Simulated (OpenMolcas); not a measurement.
Excited-state calculation, with input and output: CO2 (part 1 of 3)

- system: CO2
- method: CASPT2/ANO-XS-VDZ, DKH2 (OpenMolcas 26.06)

The geometry comes from this level: GFN2-xTB.

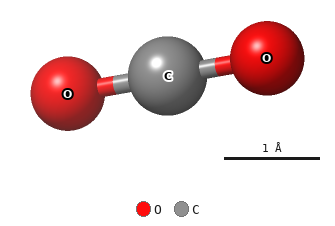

Figure 1. The input geometry (ball-and-stick view, seen at a tilt). Bond lengths as drawn: C–O 1.14 Å.

Key numbers:

| quantity | value |
| --- | --- |
| outcome | converged |
| total energy | −187.955967 hartree |
| CASSCF energy | −187.722633 hartree |
| basis functions | 27 |
| lowest singlet excitation | 9.48 eV |
| hardware | 1 thread of Arm Neoverse V2, 24 GiB of memory available, shared host |
| wall time | 2.7 s |
| peak memory | 0.082 GiB |

Input file:
```
* CO2 CASPT2
>>> EXPORT MOLCAS_PRINT=2
&GATEWAY
COORD
struct.xyz
BASIS
ANO-XS-VDZ
GROUP
NoSym
RICD
&SEWARD
RELATIVISTIC
R02E00
&RASSCF
FILEORB
$CurrDir/step2.RasOrb
SPIN
1
NACTEL
6 0 0
INACTIVE
8
RAS2
6
CIROOT
3 3 1
ORBLISTING
Nothing
ORBAPPEAR
Compact
&CASPT2
MULTISTATE
all
IMAGINARY
0.2
&RASSI
NROFJOBIPHS
1 all
IPHNAMES
JOBMIX
EJOB
```

File struct.xyz:
```
3

O      0.367370    -1.079490     0.087210
C      0.000170     0.000090     0.000100
O     -0.367540     1.079400    -0.087300
```

Run as:
```bash
export MOLCAS_MEM=1860
pymolcas step3.inp > step3.log
```

Output:
```
--- Start Module: gateway ---

                                              &GATEWAY

                       available to each process: 1.9 GB of memory, 1 thread

++    Symmetry information:
      ---------------------

                    Character Table for C1

                             E
                    a        1  x, y, xy, Rz, z, xz, Ry, yz, Rx, I
--

++    Basis set information:
      ----------------------

      Basis set label: O.ANO-XS...3S2P.

      Electronic valence basis set:
      ------------------
      Associated Effective Charge   8.000000 au
      Associated Actual Charge      8.000000 au
      Nuclear Model: Finite nucleus - Gaussian distribution
        Gaussian exponent, Xi/bohr**(-2):  5.86314E+08

      Shell  nPrim  nBasis  Cartesian Spherical Contaminant
         s       8       3        X
         p       4       2        X

      Basis set label: C.ANO-XS...3S2P.

      Electronic valence basis set:
      ------------------
      Associated Effective Charge   6.000000 au
      Associated Actual Charge      6.000000 au
      Nuclear Model: Finite nucleus - Gaussian distribution
        Gaussian exponent, Xi/bohr**(-2):  6.80775E+08

      Shell  nPrim  nBasis  Cartesian Spherical Contaminant
         s       8       3        X
         p       4       2        X

      Basis set label: O.ANO-XS...3S2P.

      Electronic valence basis set:
      ------------------
      Associated Effective Charge   8.000000 au
      Associated Actual Charge      8.000000 au
      Nuclear Model: Finite nucleus - Gaussian distribution
        Gaussian exponent, Xi/bohr**(-2):  5.86314E+08

      Shell  nPrim  nBasis  Cartesian Spherical Contaminant
         s       8       3        X
         p       4       2        X
--

++    Molecular structure info:
      -------------------------

                    ************************************************
                    **** Cartesian Coordinates / bohr, angstrom ****
                    ************************************************

     Center  Label                x              y              z                     x              y              z
        1      O1               0.694229      -2.039940       0.164803              0.367370      -1.079490       0.087210
        2      C2               0.000321       0.000170       0.000189              0.000170       0.000090       0.000100
        3      O3              -0.694550       2.039770      -0.164973             -0.367540       1.079400      -0.087300

                    ***************************************
                    *    InterNuclear Distances / bohr    *
                    ***************************************

               1 O1            2 C2            3 O3
    1 O1       0.000000
    2 C2       2.161170        0.000000
    3 O3       4.322210        2.161040        0.000000

                    *******************************************
                    *    InterNuclear Distances / angstrom    *
                    *******************************************

               1 O1            2 C2            3 O3
    1 O1       0.000000
    2 C2       1.143642        0.000000
    3 O3       2.287215        1.143573        0.000000

                    **************************************
                    *    Valence Bond Angles / degree    *
                    **************************************
                          Atom centers                 Phi
                      1 O1       2 C2       3 O3       179.97
--

            Nuclear Potential Energy             59.22895822 au

--- Stop Module: gateway /rc=_RC_ALL_IS_WELL_ ---

--- Start Module: seward ---

                                              &SEWARD

                       available to each process: 1.9 GB of memory, 1 thread

               SEWARD will generate:
                  Multipole Moment integrals up to order  2
                  Kinetic Energy integrals
                  Nuclear Attraction integrals (finite nuclei - Gaussian type)
                  One-Electron Hamiltonian integrals
                  Velocity integrals
                  Relativistic Douglas-Kroll-Hess integrals:
                    - Parametrization         : EXP
                    - DKH order of Hamiltonian: 2
                    - DKH order of Properties : 0
                         - multipole moment operators
                         - electric potential operators
                         - contact operators
                  Orbital angular momentum around ( -0.0000  -0.0000  -0.0000 )
                  Velocity quadrupole around ( -0.0000  -0.0000  -0.0000 )
                  RI decomposed two-electron repulsion integrals stored Cholesky style
                   - acCD auxiliary basis
                   - CD Threshold:   1.00E-04

                   Integrals are discarded if absolute value <: 1.00E-14
                   Integral cutoff threshold is set to       <: 1.00E-16

            Nuclear Potential Energy             59.22895822 au

      Basis set specifications :
      Symmetry species         a
      Basis functions           27

--- Stop Module: seward /rc=_RC_ALL_IS_WELL_ ---

--- Start Module: rasscf ---

                                              &RASSCF

                       available to each process: 1.9 GB of memory, 1 thread

      Header of the ONEINT file:
      --------------------------

      OrdInt status: non-squared

      Cartesian coordinates in angstrom:
      -----------------------------------------------------
      No.  Label        X            Y            Z
      -----------------------------------------------------
       1   O1         0.36737000  -1.07949000   0.08721000
       2   C2         0.00017000   0.00009000   0.00010000
       3   O3        -0.36754000   1.07940000  -0.08730000
      -----------------------------------------------------
      Nuclear repulsion energy =   59.22895822

++    Wave function specifications:
      -----------------------------

      Number of closed shell electrons          16
      Number of electrons in active shells       6
      Max number of holes in RAS1 space          0
      Max nr of electrons in RAS3 space          0
      Number of inactive orbitals                8
      Number of active orbitals                  6
      Number of secondary orbitals              13
      Spin quantum number                      0.0
      State symmetry                             1
--

++    Orbital specifications:
      -----------------------

      Symmetry species                           1
                                                 a
      Frozen orbitals                            0
      Inactive orbitals                          8
      Active orbitals                            6
      RAS1 orbitals                              0
      RAS2 orbitals                              6
      RAS3 orbitals                              0
      Secondary orbitals                        13
      Deleted orbitals                           0
      Number of basis functions                 27
--

++    CI expansion specifications:
      ----------------------------

      Number of CSFs                           175
      Number of spin combinations              210
      Number of determinants                   400
      Number of root(s) required                 3
      Root chosen for geometry opt.              3
      CI roots used                              1     2     3
      weights                                0.333 0.333 0.333
      highest root included in the CI            3
      max. size of the explicit Hamiltonian    175
--

++    Optimization specifications:
      ----------------------------

      RASSCF algorithm: LK RI/DF
      Maximum number of macro iterations       200
      Maximum number of SX iterations          100
      Threshold for RASSCF energy            1.000E-08
      Threshold for max MO rotation          1.000E-01
      Threshold for max BLB element          1.000E-04
      Level shift parameter                  5.000E-01
      Make Quasi-Newton update
--

      The MO-coefficients are taken from the file:
      step2.RasOrb
      Title: RASSCF average (pseudo-natural) orbitals

      Total molecular charge    0.00

      ************************************************************************************************************************
      *                                            Wave function control section                                             *
      ************************************************************************************************************************

                                         RASSCF iterations: Energy and convergence statistics
                                         ----------------------------------------------------

          iter iter root      energy       change     param      element    value   shift minimum  type update hh:mm:ss
 Nr of preliminary CI iterations:   1
        1   1    4    0  -187.46985340    0.00E+00  -6.44E-06    4  14 1 -2.36E-06   0.09   0.00    SX    NO    0:00:00
        2   1    3    0  -187.46985340   -5.60E-11  -2.92E-06    8  13 1 -2.38E-06   0.09   0.00    SX    NO    0:00:00
        3   1    3    0  -187.46985340   -3.29E-11  -2.42E-06    8  13 1 -2.31E-06   0.09   0.00    SX    NO    0:00:00
        4   1    3    0  -187.46985340   -3.60E-11  -2.57E-06    8  13 1 -2.68E-06   0.09   0.00    SX    NO    0:00:00
      Convergence after  4 iterations
        5   1    3    0  -187.46985340   -4.47E-11  -2.57E-06    8  13 1 -2.86E-06   0.09   0.00    SX    NO    0:00:00

      ************************************************************************************************************************
                                                      Wave function printout:
                       occupation of active orbitals, and spin coupling of open shells (u,d: Spin up or down)
      ************************************************************************************************************************

      Note: transformation to natural orbitals
      has been made, which may change the order of the CSFs.

      printout of CI-coefficients larger than  0.05 for root  1
      energy=    -187.722633
      conf/sym  111111     Coeff  Weight
             1  222000  -0.95575 0.91345
             3  22u0d0   0.14391 0.02071
             8  u22d00   0.14391 0.02071
            13  220020   0.08534 0.00728
            21  2ud0ud   0.05142 0.00264
            24  u2dud0   0.07716 0.00595
            34  202002   0.05655 0.00320
            38  ud2u0d   0.05142 0.00264
            41  022200   0.08533 0.00728
            50  u2udd0  -0.08803 0.00775

      printout of CI-coefficients larger than  0.05 for root  2
      energy=    -187.346778
      conf/sym  111111     Coeff  Weight
             2  22ud00   0.69948 0.48927
             9  u220d0  -0.69860 0.48804

      printout of CI-coefficients larger than  0.05 for root  3
      energy=    -187.340149
      conf/sym  111111     Coeff  Weight
             3  22u0d0  -0.69710 0.48594
             8  u22d00   0.69713 0.48599
            13  220020  -0.08801 0.00775
            41  022200   0.08802 0.00775

      Natural orbitals and occupation numbers for root  1
      sym 1:   1.956103   1.980431   1.956101   0.043842   0.043845   0.019678

      Natural orbitals and occupation numbers for root  2
      sym 1:   1.495796   1.984007   1.494533   0.505414   0.504150   0.016100

      Natural orbitals and occupation numbers for root  3
      sym 1:   1.496086   1.984153   1.496130   0.503857   0.503813   0.015961

      ************************************************************************************************************************
      *                                                    Final results                                                     *
      ************************************************************************************************************************

++    Final optimization conditions:
      ------------------------------

      Average CI energy                            -187.46985340
      RASSCF energy for state  3                   -187.34014932
      Super-CI energy                                -0.00000000
      RASSCF energy change                           -0.00000000
      Max change in MO coefficients              -2.589E-06
      Max non-diagonal density matrix element    -2.573E-06
      Maximum BLB matrix element                 -2.863E-06
      (orbital pair   8,  13 in symmetry   1)
      Norm of electronic gradient            4.691E-02
--

      Final state energy(ies):
      ------------------------

::    RASSCF root number  1 Total energy:   -187.72263294
::    RASSCF root number  2 Total energy:   -187.34677794
::    RASSCF root number  3 Total energy:   -187.34014932
      Von Neumann Entropy (Root   1) =  0.38392

      Mulliken population analysis for root number:  1
      -----------------------------------------------

++    Molecular charges:
      ------------------

      Mulliken charges per centre
      ---------------------------

                O1      C2      O3
      Total    8.3635  5.4496  8.1869

      N-E     -0.3635  0.5504 -0.1869

      Total electronic charge=   22.000000

      Total            charge=   -0.000000
--

      Expectation values of various properties for root number:  1
      -----------------------------------------------------------

++    Molecular properties:
      ---------------------

      Charge (e):
                      =   -0.0000
      Dipole Moment (debye):
      Origin of the operator (angstrom)=   -0.0000   -0.0000   -0.0000
                   X= -3.3112E-01               Y=  9.7550E-01               Z= -7.8362E-02           Total=  1.0331E+00
      Quadrupole Moment (debye*angstrom):
      Origin of the operator (angstrom)=   -0.0000   -0.0000   -0.0000
                  XX= -1.5316E+01              XY=  1.9792E+00              XZ= -1.5990E-01              YY= -2.0458E+01
                  YZ=  4.6991E-01              ZZ= -1.4681E+01
      In traceless form (debye*angstrom)
                  XX=  2.2529E+00              XY=  2.9688E+00              XZ= -2.3984E-01              YY= -5.4592E+00
                  YZ=  7.0487E-01              ZZ=  3.2063E+00
--

      LoProp population analysis for root number:  1
      -----------------------------------------------

++    LoProp analysis:
      ----------------

++    Static properties:
      ------------------

      LoProp Charges per center

                   O1       C2       O3
      Nuclear      8.0000   6.0000   8.0000
      Electronic  -8.4265  -5.3133  -8.2601

      Total       -0.4265   0.6867  -0.2601
--

      Natural Bond Order analysis for root number:  1
```
